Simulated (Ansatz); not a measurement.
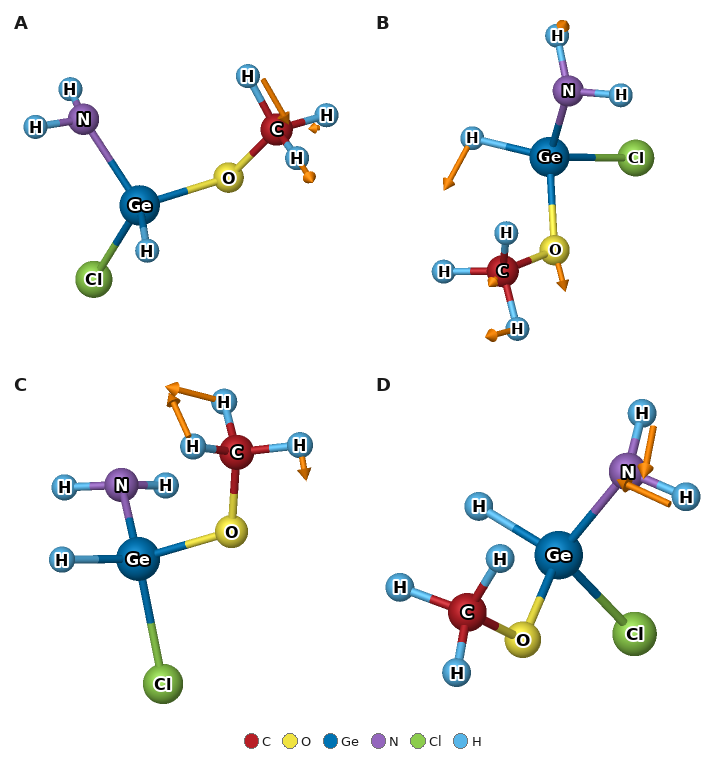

4 normal modes of one molecule or complex, as arrows. Harmonic vibrations computed with RKS PBE0-D4/def2-TZVP (Ansatz 0.2.0) at a stationary point of the same level.

> Match the panels to the wavenumbers 656 cm⁻¹, 1500 cm⁻¹, 3071 cm⁻¹, 3564 cm⁻¹.

A: 3071 cm⁻¹, out-of-phase stretching of 2 C–H bonds
B: 656 cm⁻¹
C: 1500 cm⁻¹, H–C–H bending
D: 3564 cm⁻¹, in-phase stretching of 2 N–H bonds
